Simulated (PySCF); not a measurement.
C6H14Te, SMILES C([Te]C(C)(C)C)C, GFN2-xTB optimised geometry. Atoms within 1.6 Å of the plane z = 0.0 Å (x, y, z in Å): Te1 (-0.74, -0.79, 0.00), C2 (-0.98, 1.38, 0.00), C3 (-2.42, 1.77, 0.28), H4 (-0.67, 1.77, -0.97), H5 (-0.32, 1.80, 0.76), H6 (-2.74, 1.40, 1.25), H7 (-3.08, 1.36, -0.47), H8 (-2.52, 2.85, 0.27), C9 (1.48, -0.79, 0.00), C10 (1.91, -2.24, -0.17), C11 (1.99, 0.05, -1.16), C12 (1.99, -0.24, 1.32), H13 (3.00, -2.30, -0.17), H14 (1.55, -2.64, -1.11), H15 (1.53, -2.85, 0.64), H17 (1.70, 1.09, -1.04), H18 (3.08, 0.02, -1.18), H19 (1.67, 0.79, 1.47), H21 (3.08, -0.26, 1.33).

Method: PySCF with PBE0/def2-SVP, def2 effective core potentials past Kr. The core electrons that the potentials of Te replace are not part of the density. Cells within 0.4 Å of a nucleus heavier than hydrogen are left out (blank, or x).

Map of the electrostatic potential (hartree/e), clipped to [-0.08, 0.12] on the plane z = 0.0 Å:

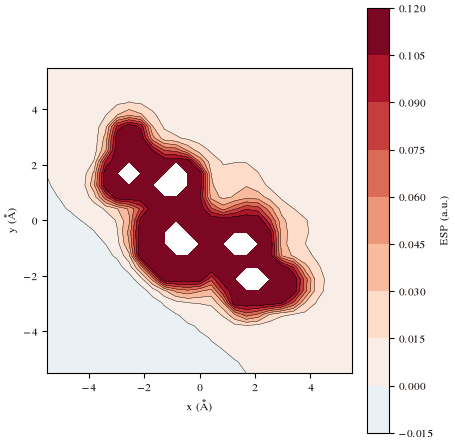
Figure. Electrostatic potential (hartree/e), clipped to [-0.08, 0.12] on the plane z = 0.0 Å.
